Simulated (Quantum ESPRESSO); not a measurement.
# Dipole at the next field: honeycomb PN, 1 layer

How the rows were computed: Quantum ESPRESSO 7.5, PBE, GBRV ultrasoft; sawtooth field along the normal with dipole correction, ions clamped, threshold 1e-9 Ry; cell area 6.445 Å².

```tsv
field (V/Å)	dipole (e Å a cell)
0	0.02704
0.1	0.03756
0.2	0.04807
```

To predict: What is the dipole at −0.2 V/Å, and what electrostatic thickness 4πα/A follows from the rows?

**Fit.** The slope is (0.04807 − (0.02704))/0.2 = 0.1051 e Å²/V, so 4πα/A = 180.95 × 0.1051/6.445 = 2.95 Å. Linear response gives p = 0.02704 + 0.1051 × (−0.2) = 0.00601 e Å; a parabola through the three rows gives 0.00597.

What the calculation gave: p = 0.00598 e Å. The line misses by 0.1 % of the induced dipole and the parabola by 0.0 %. The response is linear over this range.

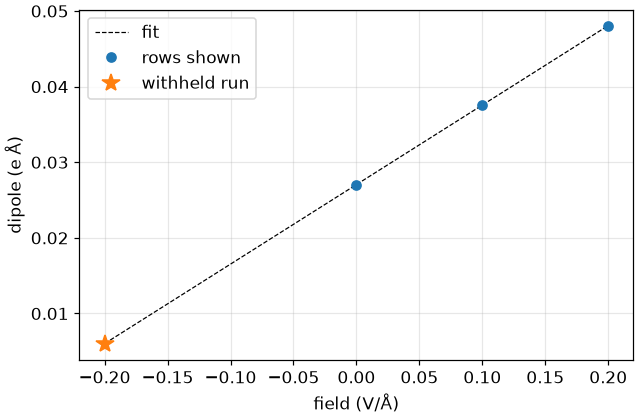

The rows shown, the fit and the withheld run.

**Limits.** Electrons alone respond; local and semilocal functionals tend to overscreen.

[Logs are printed without paths, hosts, clocks, repeated set-up lines and the standing remarks that a program may print on its own settings, such as how far it seeks lower states.]
